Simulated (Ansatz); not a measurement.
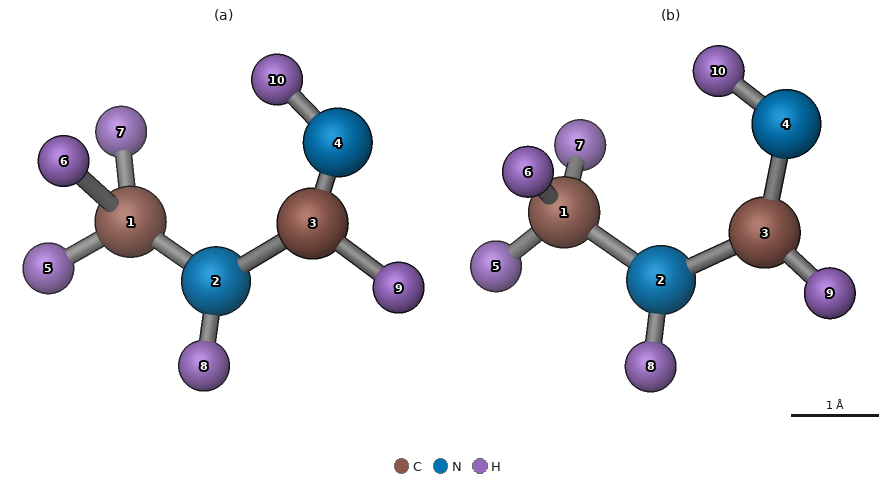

The structure of C2H6N2 before (left) and after (right) a relaxation, at one scale.

A ball-and-stick model, seen at a tilt.

Method: RKS r2SCANh-d4/def2-SVPD (Ansatz).

Input file:
```yaml
crystal:
  periodic: [false, false, false]
  atoms:
    - {symbol: C, position_ang: [-0.756924, 0.050458, -0.786138]}
    - {symbol: N, position_ang: [-0.303164, -0.660156, 0.188735]}
    - {symbol: C, position_ang: [0.872130, -0.251357, 0.873314]}
    - {symbol: N, position_ang: [1.552884, 0.431967, 0.706399]}
    - {symbol: H, position_ang: [-1.793874, -0.147540, -1.124931]}
    - {symbol: H, position_ang: [-1.274648, 1.333712, -0.413386]}
    - {symbol: H, position_ang: [-0.282050, 0.733714, -1.583341]}
    - {symbol: H, position_ang: [-0.878262, -1.409091, 0.465298]}
    - {symbol: H, position_ang: [1.358126, -1.136128, 1.611864]}
    - {symbol: H, position_ang: [1.320320, 1.187714, 0.044952]}
basis:
  gaussian: {orbitals: def2-SVPD}
hamiltonian: {xc: {name: r2SCANh}, dispersion: d4}
relax: {f_tol: 0.0001, max_steps: 3}
```

Command:
```bash
ansatz run in.yaml --threads 2 --pin off --events-out ev --progress --plain --max-ram 4352MiB
```

Q: What changed between the two?

A: The relaxation stopped without meeting its thresholds, so the last structure isn't shown to be converged. The input was poor on purpose: steps. The largest move after the best rigid fit is that of C1, 0.26 Å. By element the largest moves are C 0.26 Å, H 0.24 Å, N 0.22 Å. Among the contacts that change: C1–H6 1.433 → 1.067 Å, C3–N4 0.979 → 1.297 Å, C3–H9 1.251 → 1.067 Å, C1–N2 1.289 → 1.397 Å. Among the angles between lasting bonds that change: N2–C1–H7 134.8° → 113.9°, N4–C3–H9 108.9° → 116.9°, N2–C1–H5 117.5° → 110.1°. Over 2 geometry steps the energy falls by 8.329 eV. Largest force component: 41 eV/Å at the start, 2.3 eV/Å at the end. Cost: 11 s on 2 threads of Arm Neoverse V2 (shared host).
